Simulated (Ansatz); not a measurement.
**NH4+ with SiH3F: superposition error and deformation**

How much of this pair's binding is borrowed basis, and how much do the fragments pay to take the shapes they have in the pair?

Program: Ansatz 0.2.0, Gaussian basis. Level of theory: PBE0-D4 structures, single points in def2-TZVPPD. These are calculated values, not measurements.

Levels: PBE-D4, revPBE-D4, BLYP-D4, r2SCAN-D4, B97M-V, PBE0-D4, B3LYP-D4, HSE06-D4, wB97X-V, wB97M-V, B2PLYP, Hartree-Fock, MP2, CCSD, CCSD(T).

Cores are frozen in the correlated methods. B3LYP uses VWN-RPA correlation. B2PLYP carries no dispersion term here.

129 further runs of the same task are left out: 129 set aside as unsound or not needed. Runs told in other sessions of the task aren't counted.

**1. Where the work starts**

The relaxed pair: 10 atoms, charge 1, spin multiplicity 1.

Atoms are counted from 1 here; the program's logs count them from 0.

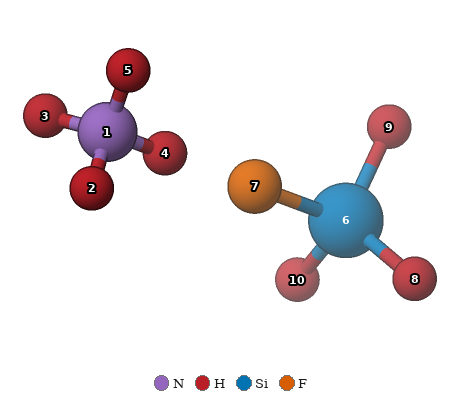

As it starts; nitrogen purple, hydrogen red, silicon blue, fluorine orange; atoms are numbered from 1 in the order of the file.

Geometry (Å):

```
N     0.0276   -0.0173   -2.1160
H     0.5392    0.7959   -2.4613
H    -0.9285    0.0113   -2.4730
H     0.0148   -0.0091   -1.0725
H     0.4847   -0.8674   -2.4489
Si   -0.0289    0.0182    2.2139
F    -0.0060    0.0038    0.5569
H     1.3013    0.5129    2.6145
H    -0.2768   -1.3808    2.6092
H    -1.1274    0.9326    2.5772
```

Atoms 1 to 5 are fragment A (NH4+), the rest fragment B (SiH3F). From earlier runs, pair energy (eV) and counterpoise interaction (meV):

| method | E(pair) | interaction |
| --- | --- | --- |
| PBE-D4 | -12186.96937 | -715 |
| revPBE-D4 | -12192.96600 | -658 |
| BLYP-D4 | -12194.94862 | -702 |
| r2SCAN-D4 | -12193.02266 | -708 |
| B97M-V | -12192.44390 | -691 |
| PBE0-D4 | -12188.05109 | -735 |
| B3LYP-D4 | -12196.87576 | -734 |
| HSE06-D4 | -12187.65699 | -733 |
| wB97X-V | -12193.15127 | -711 |
| wB97M-V | -12193.37574 | -710 |
| B2PLYP | -12189.87317 | -707 |
| Hartree-Fock | -12158.55487 | -663 |
| MP2 | -12175.36872 | -693 |
| CCSD(T) | -12176.85429 | -698 |

First each fragment is run alone in its own basis, frozen in the shape it has in the pair (a, b).

**2. PBE-D4/def2-TZVPPD**

a/in.yaml reads:

```yaml
crystal:
  periodic: [false, false, false]
  atoms:
    - {symbol: N, position_ang: [0.027578, -0.017340, -2.115995]}
    - {symbol: H, position_ang: [0.539182, 0.795928, -2.461287]}
    - {symbol: H, position_ang: [-0.928494, 0.011317, -2.473033]}
    - {symbol: H, position_ang: [0.014777, -0.009121, -1.072473]}
    - {symbol: H, position_ang: [0.484684, -0.867415, -2.448861]}
basis:
  gaussian: {orbitals: "def2-TZVPPD.json"}
total_charge: 1
hamiltonian: {xc: pbe, dispersion: d4}
```

b/in.yaml reads:

```yaml
crystal:
  periodic: [false, false, false]
  atoms:
    - {symbol: Si, position_ang: [-0.028928, 0.018179, 2.213909]}
    - {symbol: F, position_ang: [-0.006011, 0.003774, 0.556941]}
    - {symbol: H, position_ang: [1.301322, 0.512859, 2.614538]}
    - {symbol: H, position_ang: [-0.276811, -1.380791, 2.609152]}
    - {symbol: H, position_ang: [-1.127398, 0.932613, 2.577210]}
basis:
  gaussian: {orbitals: "def2-TZVPPD.json"}
hamiltonian: {xc: pbe, dispersion: d4}
```

The basis file named in the input lies beside it (Basis Set Exchange, JSON).

One command serves all of them, each in its own folder.

Command:

```console
ansatz run in.yaml --threads 4 --pin off --events-out ev --progress --plain --max-ram 9574MiB
```

Log of a (excerpt; [...] marks lines left out):

```text
Functional definition: PBE
  name "PBE"
  cite "Perdew, Burke & Ernzerhof, Phys. Rev. Lett. 77, 3865 (1996) doi:10.1103/PhysRevLett.77.3865"
  parent pbe
[...]
415 factors; their error is unknown
[...]
mean field -1546.92769333 eV, -56.8485441847 hartree, gradient 2.1e-5 eV, S^2 0.000000; 0 other end points of the search recorded, 0 dependent functions left out
reference -1546.92771416 eV, -56.8485449501 hartree; 5, 5 occupied and 100, 100 virtual orbitals, 415 factors
Total energy: -1546.93838497 eV, -56.8489370950 hartree
```

b printed (excerpt; [...] marks lines left out):

```text
[... 4 set-up lines as earlier in the session ...]
[...]
679 factors; their error is unknown
[...]
mean field -10639.26394039 eV, -390.9857382572 hartree, gradient 1.9e-5 eV, S^2 0.000000; 0 other end points of the search recorded, 0 dependent functions left out
reference -10639.26398327 eV, -390.9857398330 hartree; 13, 13 occupied and 126, 126 virtual orbitals, 679 factors
Total energy: -10639.31069454 eV, -390.9874564405 hartree
```

They took 0.25 s (a), 0.45 s (b) on 4 threads of Arm Neoverse V2, shared host.

**3. r2SCAN-D4/def2-TZVPPD**

The same edit goes into each in.yaml of step 2 (a, b):

```diff
-hamiltonian: {xc: pbe, dispersion: d4}
+hamiltonian: {xc: r2scan, dispersion: d4}
```

Each run has its own folder and the same command.

Command:

```console
ansatz run in.yaml --threads 4 --pin off --events-out ev --progress --plain --max-ram 9574MiB
```

a printed (excerpt; [...] marks lines left out):

```text
Functional definition: r2SCAN
  name "r2SCAN"
  cite "Furness, Kaplan, Ning, Perdew & Sun, J. Phys. Chem. Lett. 11, 8208 (2020) doi:10.1021/acs.jpclett.0c02405"
  cite "Furness, Kaplan, Ning, Perdew & Sun, J. Phys. Chem. Lett. 11, 9248 (2020) doi:10.1021/acs.jpclett.0c03077"
  parent r2scan
[...]
415 factors; their error is unknown
[...]
mean field -1548.02207972 eV, -56.8887621428 hartree, gradient 3.0e-5 eV, S^2 0.000000; 0 other end points of the search recorded, 0 dependent functions left out
reference -1548.02208537 eV, -56.8887623503 hartree; 5, 5 occupied and 100, 100 virtual orbitals, 415 factors
Total energy: -1548.02463114 eV, -56.8888559058 hartree
```

Output in b (excerpt; [...] marks lines left out):

```text
[... 5 set-up lines as earlier in the session ...]
[...]
679 factors; their error is unknown
[...]
mean field -10644.27547786 eV, -391.1699088624 hartree, gradient 4.1e-5 eV, S^2 0.000000; 0 other end points of the search recorded, 0 dependent functions left out
reference -10644.27549180 eV, -391.1699093744 hartree; 13, 13 occupied and 126, 126 virtual orbitals, 679 factors
Total energy: -10644.28595973 eV, -391.1702940638 hartree
```

They took 0.5 s (a), 0.95 s (b) on 4 threads of Arm Neoverse V2, shared host.

**4. PBE0-D4/def2-TZVPPD**

The same edit goes into each in.yaml of step 3 (a, b):

```diff
-hamiltonian: {xc: r2scan, dispersion: d4}
+hamiltonian: {xc: pbe0, dispersion: d4}
+output: {orbitals: {seedname: orbitals}}
```

Each run has its own folder and the same command.

Command:

```console
ansatz run in.yaml --threads 4 --pin off --events-out ev --progress --plain --max-ram 9574MiB
```

a printed (excerpt; [...] marks lines left out):

```text
Functional definition: PBE0
  name "PBE0"
  cite "Adamo & Barone, J. Chem. Phys. 110, 6158 (1999) doi:10.1063/1.478522"
[... 2 set-up lines as earlier in the session ...]
[...]
415 factors; their error is unknown
[...]
mean field -1547.14335009 eV, -56.8564694243 hartree, gradient 1.1e-5 eV, S^2 0.000000; 0 other end points of the search recorded, 0 dependent functions left out
reference -1547.14336584 eV, -56.8564700032 hartree; 5, 5 occupied and 100, 100 virtual orbitals, 415 factors
Total energy: -1547.15191576 eV, -56.8567842069 hartree
```

b printed (excerpt; [...] marks lines left out):

```text
[... 5 set-up lines as earlier in the session ...]
[...]
696 factors; their error is unknown
[...]
mean field -10640.12146761 eV, -391.0172518014 hartree, gradient 6.9e-6 eV, S^2 0.000000; 0 other end points of the search recorded, 0 dependent functions left out
reference -10640.12150021 eV, -391.0172529995 hartree; 13, 13 occupied and 126, 126 virtual orbitals, 696 factors
Total energy: -10640.15976163 eV, -391.0186590807 hartree
```

Times: 0.25 s (a), 0.55 s (b) on 4 threads of Arm Neoverse V2, shared host.

**5. B3LYP-D4/def2-TZVPPD**

Each input of step 4 (a, b) changes in the same lines:

```diff
-hamiltonian: {xc: pbe0, dispersion: d4}
-output: {orbitals: {seedname: orbitals}}
+hamiltonian: {xc: {name: B3LYP}, dispersion: d4}
```

The same command starts each run, in its folder.

Command:

```console
ansatz run in.yaml --threads 4 --pin off --events-out ev --progress --plain --max-ram 9574MiB
```

Output in a (excerpt; [...] marks lines left out):

```text
Functional definition: B3LYP
  name "B3LYP"
  cite "Stephens, Devlin, Chabalowski & Frisch, J. Phys. Chem. 98, 11623 (1994) doi:10.1021/j100096a001"
  cite "Becke, Phys. Rev. A 38, 3098 (1988) doi:10.1103/PhysRevA.38.3098"
  cite "Lee, Yang & Parr, Phys. Rev. B 37, 785 (1988) doi:10.1103/PhysRevB.37.785"
  cite "Vosko, Wilk & Nusair, Can. J. Phys. 58, 1200 (1980) doi:10.1139/p80-159"
[...]
415 factors; their error is unknown
[...]
mean field -1549.05814106 eV, -56.9268366945 hartree, gradient 2.1e-5 eV, S^2 0.000000; 0 other end points of the search recorded, 0 dependent functions left out
reference -1549.05827687 eV, -56.9268416857 hartree; 5, 5 occupied and 100, 100 virtual orbitals, 415 factors
Total energy: -1549.07521338 eV, -56.9274640907 hartree
```

Output in b (excerpt; [...] marks lines left out):

```text
[... 6 set-up lines as earlier in the session ...]
[...]
689 factors; their error is unknown
[...]
mean field -10646.98578765 eV, -391.2695109099 hartree, gradient 1.1e-5 eV, S^2 0.000000; 0 other end points of the search recorded, 0 dependent functions left out
reference -10646.98602073 eV, -391.2695194756 hartree; 13, 13 occupied and 126, 126 virtual orbitals, 689 factors
Total energy: -10647.06200392 eV, -391.2723118061 hartree
```

Wall times: 0.3 s (a), 0.65 s (b) on 4 threads of Arm Neoverse V2, shared host.

**6. wB97X-V/def2-TZVPPD**

Each input of step 5 (a, b) changes in the same lines:

```diff
-hamiltonian: {xc: {name: B3LYP}, dispersion: d4}
+hamiltonian: {xc: {name: wB97X-V}}
```

Each run has its own folder and the same command.

Command:

```console
ansatz run in.yaml --threads 4 --pin off --events-out ev --progress --plain --max-ram 9574MiB
```

Log of a (excerpt; [...] marks lines left out):

```text
Functional definition: wB97X-V
  name "wB97X-V"
  cite "Mardirossian & Head-Gordon, Phys. Chem. Chem. Phys. 16, 9904 (2014) doi:10.1039/C3CP54374A"
  cite "Becke, J. Chem. Phys. 107, 8554 (1997) doi:10.1063/1.475007"
  cite "Vydrov & Van Voorhis, J. Chem. Phys. 133, 244103 (2010) doi:10.1063/1.3521275"
[...]
      + integral(e_c_pw_opposite_spin*poly(b97_u_opposite, cos0, cos1)) + vv10(b, c)
415 factors; their error is unknown
143 factors; integrals over basis functions are off by at most 1.6e-5 eV
[...]
mean field -1548.39901966 eV, -56.9026144300 hartree, gradient 1.2e-5 eV, S^2 0.000000; 0 other end points of the search recorded, 0 dependent functions left out
reference -1548.39901866 eV, -56.9026143930 hartree; 5, 5 occupied and 100, 100 virtual orbitals, 415 factors
Total energy: -1548.39901866 eV, -56.9026143930 hartree
```

Log of b (excerpt; [...] marks lines left out):

```text
[... 5 set-up lines as earlier in the session ...]
[...]
      + integral(e_c_pw_opposite_spin*poly(b97_u_opposite, cos0, cos1)) + vv10(b, c)
689 factors; their error is unknown
200 factors; integrals over basis functions are off by at most 2.2e-5 eV
[...]
mean field -10644.03673968 eV, -391.1611353961 hartree, gradient 2.6e-5 eV, S^2 0.000000; 0 other end points of the search recorded, 0 dependent functions left out
reference -10644.03673757 eV, -391.1611353183 hartree; 13, 13 occupied and 126, 126 virtual orbitals, 689 factors
Total energy: -10644.03673757 eV, -391.1611353183 hartree
```

Times: 0.7 s (a), 1.4 s (b) on 4 threads of Arm Neoverse V2, shared host.

**7. wB97M-V/def2-TZVPPD**

Each input of step 6 (a, b) changes in the same lines:

```diff
-hamiltonian: {xc: {name: wB97X-V}}
+hamiltonian: {xc: {name: wB97M-V}}
```

Each run has its own folder and the same command.

Command:

```console
ansatz run in.yaml --threads 4 --pin off --events-out ev --progress --plain --max-ram 9574MiB
```

Log of a (excerpt; [...] marks lines left out):

```text
Functional definition: wB97M-V
  name "wB97M-V"
  cite "Mardirossian & Head-Gordon, J. Chem. Phys. 144, 214110 (2016) doi:10.1063/1.4952647"
[... 2 set-up lines as earlier in the session ...]
  # Of w^i u^j: cxij and so on, Table III.
[...]
  gx(w, u) = 1 - cx + cx01*u + cx10*w
[...]
      + integral(e_c_pw_mod_opposite_spin*gos(b97_w_opposite, b97_u_opposite)) + vv10(b, c)
415 factors; their error is unknown
143 factors; integrals over basis functions are off by at most 1.6e-5 eV
[...]
mean field -1547.95981806 eV, -56.8864740688 hartree, gradient 2.1e-5 eV, S^2 0.000000; 0 other end points of the search recorded, 0 dependent functions left out
reference -1547.95984346 eV, -56.8864750022 hartree; 5, 5 occupied and 100, 100 virtual orbitals, 415 factors
Total energy: -1547.95984346 eV, -56.8864750022 hartree
```

b printed (excerpt; [...] marks lines left out):

```text
[... 5 set-up lines as earlier in the session ...]
  # Of w^i u^j: cxij and so on, Table III.
[...]
  gx(w, u) = 1 - cx + cx01*u + cx10*w
[...]
      + integral(e_c_pw_mod_opposite_spin*gos(b97_w_opposite, b97_u_opposite)) + vv10(b, c)
684 factors; their error is unknown
200 factors; integrals over basis functions are off by at most 2.2e-5 eV
[...]
mean field -10644.70201334 eV, -391.1855837520 hartree, gradient 2.3e-5 eV, S^2 0.000000; 0 other end points of the search recorded, 0 dependent functions left out
reference -10644.70206561 eV, -391.1855856731 hartree; 13, 13 occupied and 126, 126 virtual orbitals, 684 factors
Total energy: -10644.70206561 eV, -391.1855856731 hartree
```

Times: 0.75 s (a), 1.8 s (b) on 4 threads of Arm Neoverse V2, shared host.

**8. B2PLYP/def2-TZVPPD**

The same edit goes into each in.yaml of step 7 (a, b):

```diff
-hamiltonian: {xc: {name: wB97M-V}}
+hamiltonian: {xc: {name: B2PLYP}}
```

Each run has its own folder and the same command.

Command:

```console
ansatz run in.yaml --threads 4 --pin off --events-out ev --progress --plain --max-ram 9574MiB
```

Log of a (excerpt; [...] marks lines left out):

```text
Functional definition: B2PLYP
  name "B2PLYP"
  cite "Grimme, J. Chem. Phys. 124, 034108 (2006) doi:10.1063/1.2148954"
[... 2 set-up lines as earlier in the session ...]
[...]
585 factors; integrals over basis functions are off by at most 8.8e-4 eV
[...]
mean field -1545.64726835 eV, -56.8014894345 hartree, gradient 1.6e-6 eV, S^2 0.000000; 0 other end points of the search recorded, 0 dependent functions left out
1 core orbitals not correlated: weight in the atoms' cores, before any rotation towards them, 1.000 or more for the frozen orbitals, at most 0.000 for the correlated occupied ones
reference -1545.64735540 eV, -56.8014926335 hartree; 4, 4 occupied and 100, 100 virtual orbitals, 585 factors
second order -7.38165258 eV of doubles, -0.00000000 eV of singles
Total energy: -1547.64040159 eV, -56.8747357302 hartree
```

Output in b (excerpt; [...] marks lines left out):

```text
[... 5 set-up lines as earlier in the session ...]
[...]
796 factors; integrals over basis functions are off by at most 7.8e-4 eV
[...]
mean field -10638.11981886 eV, -390.9436925665 hartree, gradient 5.6e-6 eV, S^2 0.000000; 0 other end points of the search recorded, 0 dependent functions left out
6 core orbitals not correlated: weight in the atoms' cores, before any rotation towards them, 1.000 or more for the frozen orbitals, at most 0.000 for the correlated occupied ones
reference -10638.11996771 eV, -390.9436980368 hartree; 7, 7 occupied and 126, 126 virtual orbitals, 796 factors
second order -12.57379002 eV of doubles, -0.00000000 eV of singles
Total energy: -10641.51489102 eV, -391.0684591671 hartree
```

Wall times: 0.4 s (a), 0.9 s (b) on 4 threads of Arm Neoverse V2, shared host.

**9. BLYP-D4/def2-TZVPPD**

Each input of step 8 (a, b) changes in the same lines:

```diff
-hamiltonian: {xc: {name: B2PLYP}}
+hamiltonian: {xc: {name: BLYP}, dispersion: d4}
```

The same command starts each run, in its folder.

Command:

```console
ansatz run in.yaml --threads 4 --pin off --events-out ev --progress --plain --max-ram 9574MiB
```

a printed (excerpt; [...] marks lines left out):

```text
Functional definition: BLYP
  name "BLYP"
[... 2 set-up lines as earlier in the session ...]
[...]
415 factors; their error is unknown
[...]
mean field -1548.25151173 eV, -56.8971936134 hartree, gradient 6.8e-5 eV, S^2 0.000000; 0 other end points of the search recorded, 0 dependent functions left out
reference -1548.25169207 eV, -56.8972002410 hartree; 5, 5 occupied and 100, 100 virtual orbitals, 415 factors
Total energy: -1548.27743145 eV, -56.8981461458 hartree
```

b printed (excerpt; [...] marks lines left out):

```text
[... 4 set-up lines as earlier in the session ...]
[...]
679 factors; their error is unknown
[...]
mean field -10645.85563884 eV, -391.2279787073 hartree, gradient 1.4e-5 eV, S^2 0.000000; 0 other end points of the search recorded, 0 dependent functions left out
reference -10645.85594648 eV, -391.2279900128 hartree; 13, 13 occupied and 126, 126 virtual orbitals, 679 factors
Total energy: -10645.96395216 eV, -391.2319591484 hartree
```

Times: 0.25 s (a), 0.55 s (b) on 4 threads of Arm Neoverse V2, shared host.

**10. revPBE-D4/def2-TZVPPD**

Each input of step 9 (a, b) changes in the same lines:

```diff
-hamiltonian: {xc: {name: BLYP}, dispersion: d4}
+hamiltonian: {xc: {name: revPBE}, dispersion: d4}
```

Each run has its own folder and the same command.

Command:

```console
ansatz run in.yaml --threads 4 --pin off --events-out ev --progress --plain --max-ram 9574MiB
```

Log of a (excerpt; [...] marks lines left out):

```text
Functional definition: revPBE
  name "revPBE"
  cite "Zhang & Yang, Phys. Rev. Lett. 80, 890 (1998) doi:10.1103/PhysRevLett.80.890"
[... 1 set-up line as earlier in the session ...]
[...]
415 factors; their error is unknown
[...]
mean field -1548.54432741 eV, -56.9079543911 hartree, gradient 1.5e-5 eV, S^2 0.000000; 0 other end points of the search recorded, 0 dependent functions left out
reference -1548.54435282 eV, -56.9079553249 hartree; 5, 5 occupied and 100, 100 virtual orbitals, 415 factors
Total energy: -1548.59537519 eV, -56.9098303627 hartree
```

Log of b (excerpt; [...] marks lines left out):

```text
[... 4 set-up lines as earlier in the session ...]
[...]
679 factors; their error is unknown
[...]
mean field -10643.54400337 eV, -391.1430276705 hartree, gradient 2.0e-5 eV, S^2 0.000000; 0 other end points of the search recorded, 0 dependent functions left out
reference -10643.54405684 eV, -391.1430296357 hartree; 13, 13 occupied and 126, 126 virtual orbitals, 679 factors
Total energy: -10643.70855591 eV, -391.1490748650 hartree
```

Wall times: 0.25 s (a), 0.45 s (b) on 4 threads of Arm Neoverse V2, shared host.

**11. B97M-V/def2-TZVPPD**

Each input of step 10 (a, b) changes in the same lines:

```diff
-hamiltonian: {xc: {name: revPBE}, dispersion: d4}
+hamiltonian: {xc: {name: B97M-V}}
```

Each run has its own folder and the same command.

Command:

```console
ansatz run in.yaml --threads 4 --pin off --events-out ev --progress --plain --max-ram 9574MiB
```

Log of a (excerpt; [...] marks lines left out):

```text
Functional definition: B97M-V
  name "B97M-V"
  cite "Mardirossian & Head-Gordon, J. Chem. Phys. 142, 074111 (2015) doi:10.1063/1.4907719"
[... 2 set-up lines as earlier in the session ...]
  # Of w^i u^j: cxij and so on, Table III.
[...]
  gx(w, u) = cx00 + cx01*u + cx02*u^2 + (cx10 + cx11*u)*w
[...]
  gos(w, u) = cos00 + cos01*u + cos03*u^3 + cos10*w + cos32*w^3*u^2
[...]
      + integral(e_c_pw_mod_opposite_spin*gos(b97_w_opposite, b97_u_opposite)) + vv10(b, c)
415 factors; their error is unknown
[...]
mean field -1548.61170174 eV, -56.9104303521 hartree, gradient 1.6e-5 eV, S^2 0.000000; 0 other end points of the search recorded, 0 dependent functions left out
reference -1548.61173082 eV, -56.9104314211 hartree; 5, 5 occupied and 100, 100 virtual orbitals, 415 factors
Total energy: -1548.61173082 eV, -56.9104314211 hartree
```

Log of b (excerpt; [...] marks lines left out):

```text
[... 5 set-up lines as earlier in the session ...]
  # Of w^i u^j: cxij and so on, Table III.
[...]
  gx(w, u) = cx00 + cx01*u + cx02*u^2 + (cx10 + cx11*u)*w
[...]
  gos(w, u) = cos00 + cos01*u + cos03*u^3 + cos10*w + cos32*w^3*u^2
[...]
      + integral(e_c_pw_mod_opposite_spin*gos(b97_w_opposite, b97_u_opposite)) + vv10(b, c)
679 factors; their error is unknown
[...]
mean field -10643.13715175 eV, -391.1280761494 hartree, gradient 3.4e-5 eV, S^2 0.000000; 0 other end points of the search recorded, 0 dependent functions left out
reference -10643.13721416 eV, -391.1280784428 hartree; 13, 13 occupied and 126, 126 virtual orbitals, 679 factors
Total energy: -10643.13721416 eV, -391.1280784428 hartree
```

Wall times: 0.8 s (a), 1.6 s (b) on 4 threads of Arm Neoverse V2, shared host.

**12. HSE06-D4/def2-TZVPPD**

The same edit goes into each in.yaml of step 11 (a, b):

```diff
-hamiltonian: {xc: {name: B97M-V}}
+hamiltonian: {xc: hse06, dispersion: d4}
```

Each run has its own folder and the same command.

Command:

```console
ansatz run in.yaml --threads 4 --pin off --events-out ev --progress --plain --max-ram 9574MiB
```

a printed (excerpt; [...] marks lines left out):

```text
Functional definition: HSE06
  name "HSE06"
  cite "Heyd, Scuseria & Ernzerhof, J. Chem. Phys. 118, 8207 (2003) doi:10.1063/1.1564060"
  cite "Krukau, Vydrov, Izmaylov & Scuseria, J. Chem. Phys. 125, 224106 (2006) doi:10.1063/1.2404663"
  cite "Heyd & Scuseria, J. Chem. Phys. 120, 7274 (2004) doi:10.1063/1.1668634"
  cite "Ernzerhof & Perdew, J. Chem. Phys. 109, 3313 (1998) doi:10.1063/1.476928"
[...]
415 factors; their error is unknown
54 factors; integrals over basis functions are off by at most 2.4e-6 eV
[...]
mean field -1547.05683092 eV, -56.8532899036 hartree, gradient 1.7e-5 eV, S^2 0.000000; 0 other end points of the search recorded, 0 dependent functions left out
reference -1547.05685183 eV, -56.8532906719 hartree; 5, 5 occupied and 100, 100 virtual orbitals, 415 factors
Total energy: -1547.06454452 eV, -56.8535733731 hartree
```

Output in b (excerpt; [...] marks lines left out):

```text
[... 6 set-up lines as earlier in the session ...]
[...]
696 factors; their error is unknown
66 factors; integrals over basis functions are off by at most 5.0e-6 eV
[...]
mean field -10639.81965726 eV, -391.0061604756 hartree, gradient 7.9e-5 eV, S^2 0.000000; 0 other end points of the search recorded, 0 dependent functions left out
reference -10639.81970065 eV, -391.0061620700 hartree; 13, 13 occupied and 126, 126 virtual orbitals, 696 factors
Total energy: -10639.85489711 eV, -391.0074555162 hartree
```

They took 0.35 s (a), 0.65 s (b) on 4 threads of Arm Neoverse V2, shared host.

(Part 1 of 3 ends here.)
